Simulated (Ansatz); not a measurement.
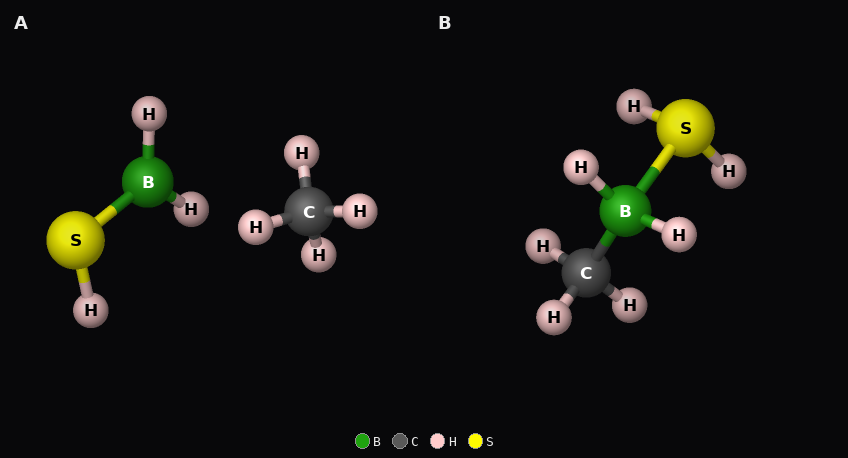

2 stationary structures of one formula. Geometries: PBE0-D4/def2-TZVP. Electronic energies: PBE-D4/def2-TZVPP (Ansatz 0.2.0), without zero-point energy. No frequency run is at hand to confirm each as a minimum. Each is one conformer, not always the lowest.

Question: Which is lowest in energy, and by how much?

Answer: A is lowest; B lies 49.9 kJ/mol above it (a minimum).
